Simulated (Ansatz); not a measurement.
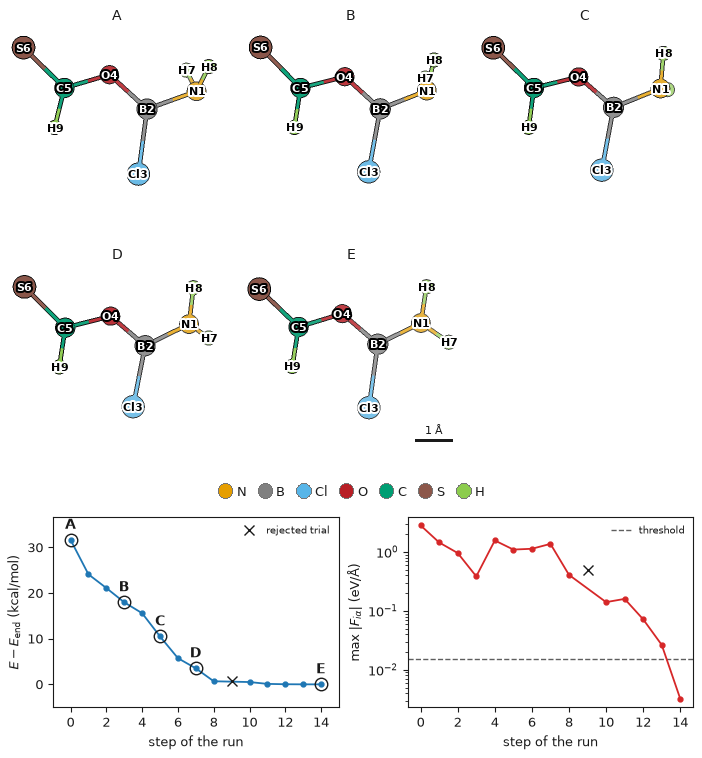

Frames of a relaxation of CH3BClNOS, marked on the history of the run. Style: ball-and-stick. Shown at a tilt.

The run prepares an end point of a later path (inversion) calculation, from a guessed geometry.

Method: RKS PBE/def2-SVP in Ansatz.

Input
```yaml
crystal:
  periodic: [false, false, false]
  atoms:
    - { symbol: "N", position_ang: [0.3805, -2.057, -0.4007] }
    - { symbol: B, position_ang: [0.2084, -0.6784, 0.301] }
    - { symbol: Cl, position_ang: [0.5926, -0.5816, 2.088] }
    - { symbol: O, position_ang: [-0.1599, 0.5364, -0.4645] }
    - { symbol: C, position_ang: [-0.369, 1.7803, 0.097] }
    - { symbol: S, position_ang: [-0.8665, 3.0579, -0.8054] }
    - { symbol: H, position_ang: [-0.5775, -2.2212, -0.8205] }
    - { symbol: H, position_ang: [1.032, -1.8573, -1.2159] }
    - { symbol: H, position_ang: [-0.1521, 1.9746, 1.204] }
basis:
  gaussian: { orbitals: def2-SVP }
hamiltonian:
  xc: pbe
relax:
  f_tol: 0.015
  max_steps: 40
output:
  orbitals: {}
```

Command:
```bash
ansatz run input.yaml --threads 2 --pin off --max-ram 3072MiB --backend cpu --events-out ev --progress --plain --runs-dir out
```

Q: What happens along the run?

A: After 13 accepted moves (14 points after the start) the energy has fallen by 31.7 kcal/mol. The largest force component goes from 2.8 to 0.0032 eV/Å. The line search rejected the trial step at point 9 of the run. H7 moves most after the best rigid fit: 1.33 Å. Largest moves by element: H 1.33 Å, Cl 0.37 Å, N 0.35 Å, S 0.28 Å, B 0.14 Å, C 0.07 Å. Among the contacts that change: N1–B2 1.556 → 1.398 Å, B2–O4 1.482 → 1.399 Å, B2–Cl3 1.830 → 1.784 Å, N1–H7 1.059 → 1.018 Å. Bond angles that change, for instance: B2–N1–H7 102.5° → 123.0°, B2–N1–H8 104.3° → 121.6°, H7–N1–H8 106.2° → 115.4°. Cost: 39 s on 2 threads of Arm Neoverse V2 (shared host), peak memory 0.21 GiB. From step 0 to 3: H8 moves most (0.31 Å), energy −13.7 kcal/mol. From step 3 to 5: H7 moves most (0.39 Å), energy −7.49 kcal/mol. From step 5 to 7: H7 moves most (0.39 Å), energy −6.99 kcal/mol. From step 7 to 14: S and H atoms move most (0.35 Å), energy −3.50 kcal/mol.

| step | E − E(0), kcal/mol | largest force component, eV/Å | note |
| --- | --- | --- | --- |
| 0 | 0.00 | 2.8148 |  |
| 1 | -7.56 | 1.4458 |  |
| 2 | -10.56 | 0.9565 |  |
| 3 | -13.68 | 0.3843 |  |
| 4 | -16.08 | 1.5627 |  |
| 5 | -21.17 | 1.0955 |  |
| 6 | -25.93 | 1.1304 |  |
| 7 | -28.17 | 1.3690 |  |
| 8 | -30.99 | 0.4075 |  |
| 9 | -30.98 | 0.4868 | rejected |
| 10 | -31.16 | 0.1405 |  |
| 11 | -31.57 | 0.1594 |  |
| 12 | -31.64 | 0.0718 |  |
| 13 | -31.67 | 0.0265 |  |
| 14 | -31.67 | 0.0032 |  |
